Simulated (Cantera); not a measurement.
Feed: 1 mol PbO, 0.38 mol H₂, equilibrated at 38.0 Pa.

Cantera equilibrium calculation (NASA polynomials, part measured and part estimated; ideal gas, pure solids and liquids). Candidate condensed phases: H₂O, Pb, PbO, PbO₂, Pb₃O₄; 12 gas species. Mutual solubility and eutectic melting of coexisting phases are not modelled. Gases not in the tables: (PbO)n polymers. Rates play no part.

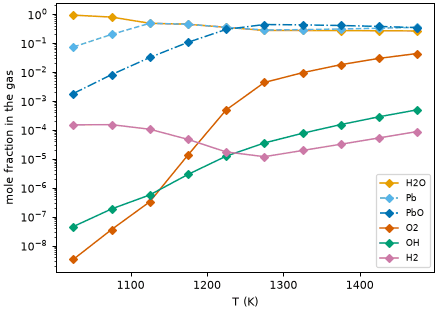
*Equilibrium gas composition (values under 1e-9 drawn at 1e-9)*

Question: Read off the mole fractions at 1475 K.

Answer: Pb about 0.35, PbO about 0.34, H₂O about 0.26, O₂ about 0.044, OH about 0.00049, H₂ about 8.7e-5.
